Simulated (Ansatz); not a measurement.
**ClH3Si: a nudged elastic band in two tries**

Wanted: a band of images between two relaxed ends, and a check that the input is sound.

Program: Ansatz 0.2.0. Level of theory: RHF/def2-TZVP. These are calculated values, not measurements.

### 1 The structure to begin with

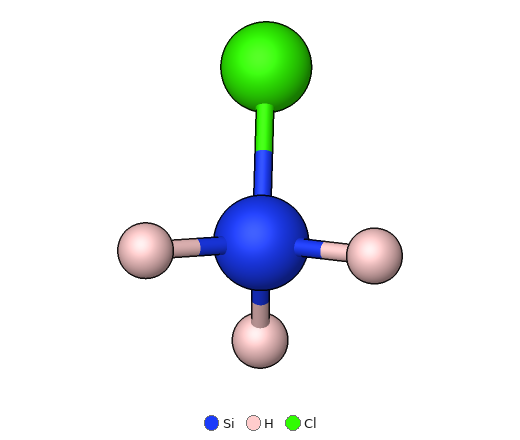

The starting structure, seen from a free direction (silicon blue, hydrogen pink, chlorine green).

Structure file:

```xyz
5

Si    0.2422    0.0006    0.1714
H     0.2289    0.0351    1.6376
H     1.6202    0.0352   -0.3296
Cl   -0.7444    1.6666   -0.5264
H    -0.4558   -1.1909   -0.3222
```

### 2 The run

The input, input.yaml:

```yaml
crystal:
  periodic: [false, false, false]
  atoms:
    - { symbol: Si, position_ang: [0.242235, 0.000632, 0.171417] }
    - { symbol: H, position_ang: [0.228931, 0.035143, 1.63761] }
    - { symbol: H, position_ang: [1.620221, 0.035173, -0.329631] }
    - { symbol: Cl, position_ang: [-0.744433, 1.666631, -0.52636] }
    - { symbol: H, position_ang: [-0.455753, -1.190879, -0.322236] }
basis:
  gaussian: { orbitals: def2-TZVP }
hamiltonian:
  xc: hf
neb:
  order_check: false
  images: 5
  f_tol: 0.05
  max_iterations: 8
  final_atoms:
    - { symbol: Si, position_ang: [-0.40835613, -0.06505871, -1.32680803] }
    - { symbol: H, position_ang: [1.55898688, -0.16414445, 1.70531163] }
    - { symbol: H, position_ang: [2.13599727, -0.00479625, 1.27758099] }
    - { symbol: Cl, position_ang: [-1.36151146, 1.70186958, -0.77072525] }
    - { symbol: H, position_ang: [-1.03391556, -0.92117017, -0.25455934] }
  initial_path:
    images:
      - { positions_ang: [[0.242235, 0.000632, 0.171417], [0.228931, 0.035143, 1.63761], [1.620221, 0.035173, -0.329631], [-0.744433, 1.666631, -0.52636], [-0.455753, -1.190879, -0.322236]] }
      - { positions_ang: [[0.16144504, 0.00053092, 0.11424682], [0.48571157, 0.02274524, 1.5335062], [1.60766969, 0.0227647, -0.05282246], [-0.83002253, 1.69117927, -0.58686581], [-0.53360276, -1.19052013, -0.37726475]] }
      - { positions_ang: [[0.08065507, 0.00042984, 0.05707664], [0.74249213, 0.01034747, 1.42940241], [1.59511838, 0.0103564, 0.22398608], [-0.91561206, 1.71572755, -0.64737162], [-0.61145252, -1.19016126, -0.43229351]] }
      - { positions_ang: [[-0.00013489, 0.00032876, -9.353e-05], [0.9992727, -0.00205029, 1.32529861], [1.58256706, -0.0020519, 0.50079462], [-1.00120159, 1.74027582, -0.70787744], [-0.68930228, -1.18980239, -0.48732226]] }
      - { positions_ang: [[-0.13620864, -0.02146706, -0.4423317], [1.18584409, -0.05608168, 1.45196961], [1.7670438, -0.00296668, 0.75972341], [-1.12130488, 1.72747374, -0.72882671], [-0.80417337, -1.10025832, -0.40973462]] }
      - { positions_ang: [[-0.27228238, -0.04326289, -0.88456987], [1.37241549, -0.11011306, 1.57864062], [1.95152053, -0.00388147, 1.0186522], [-1.24140817, 1.71467166, -0.74977598], [-0.91904447, -1.01071425, -0.33214698]] }
      - { positions_ang: [[-0.40835613, -0.06505871, -1.32680803], [1.55898688, -0.16414445, 1.70531163], [2.13599727, -0.00479625, 1.27758099], [-1.36151146, 1.70186958, -0.77072525], [-1.03391556, -0.92117017, -0.25455934]] }
  spring: -5.0
```

The run is started by

```sh
> ansatz run input.yaml --threads 1 --pin off --max-ram 2048MiB --backend cpu --events-out ev --progress --plain --runs-dir out
```

What it wrote:

```text
Error: invalid value for `neb.spring`: must be finite and > 0; got -5 eV/Å²
```

It took 0.03 s on 1 thread of Arm Neoverse V1, shared host; peak memory 0.031 GiB.

### 3 Diagnosis

The program refused the input before any cycle. It says: «invalid value for `neb.spring`: must be finite and > 0; got -5 eV/Å²»

A negative spring would push the images apart instead of spacing them.

The cure: use a positive spring constant.

### 4 Second try

Changes to input.yaml since step 2:

```diff
@@ -16,3 +16,3 @@
   f_tol: 0.05
-  max_iterations: 8
+  max_iterations: 60
   final_atoms:
@@ -32,2 +32 @@
       - { positions_ang: [[-0.40835613, -0.06505871, -1.32680803], [1.55898688, -0.16414445, 1.70531163], [2.13599727, -0.00479625, 1.27758099], [-1.36151146, 1.70186958, -0.77072525], [-1.03391556, -0.92117017, -0.25455934]] }
-  spring: -5.0
```

The run is started by

```sh
> ansatz run input.yaml --threads 1 --pin off --max-ram 2048MiB --backend cpu --events-out ev --progress --plain --runs-dir out
```

The limit on steps is raised as well. The first and last lines of the walk in its log:

```text
NEB iter   1: max|band force component| = 6.743e0 eV/Å  barrier→ = 4.9975 eV  barrier← = 2.6526 eV  Δτ_max = 0.1916 Å  (221 SCF iters)
NEB iter   2: max|band force component| = 3.041e0 eV/Å  barrier→ = 4.3954 eV  barrier← = 2.0505 eV  Δτ_max = 0.1989 Å  (161 SCF iters)
NEB iter   3: max|band force component| = 1.701e0 eV/Å  barrier→ = 3.6309 eV  barrier← = 1.2860 eV  Δτ_max = 0.1980 Å  (153 SCF iters)
[...]
NEB iter   9: max|band force component| = 1.876e-1 eV/Å  barrier→ = 3.6437 eV  barrier← = 1.2988 eV  CI = image 2  Δτ_max = 0.0155 Å  (145 SCF iters)
NEB iter  10: max|band force component| = 9.813e-2 eV/Å  barrier→ = 3.6414 eV  barrier← = 1.2965 eV  CI = image 2  Δτ_max = 0.0123 Å  (149 SCF iters)
NEB iter  11: max|band force component| = 2.116e-2 eV/Å  barrier→ = 3.6410 eV  barrier← = 1.2961 eV  CI = image 2  Δτ_max = 0.0000 Å  (404 SCF iters)
```

Wall time 46 s (1 thread of Arm Neoverse V1, shared host); peak memory 0.14 GiB.

The second input runs as intended: 11 iterations, highest image 3.64 eV above the first end.

### 5 What came out

| quantity | value |
| --- | --- |
| first try | refused |
| cause | a negative spring would push the images apart instead of spacing them |

**Reading.** The fault in the first input was caught at the input check and cost nothing.
